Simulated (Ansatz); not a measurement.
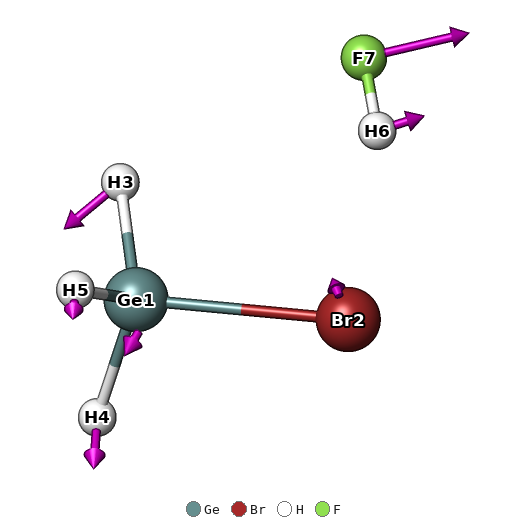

The arrows show one normal mode. Harmonic vibrations computed with RKS PBE0-D4/def2-TZVP (Ansatz 0.2.0) at a stationary point of the same level. It is a saddle point of order 1.

Question: Estimate its harmonic wavenumber.

Answer: 48 cm⁻¹; it is mode 2 of 15 counted from the lowest.
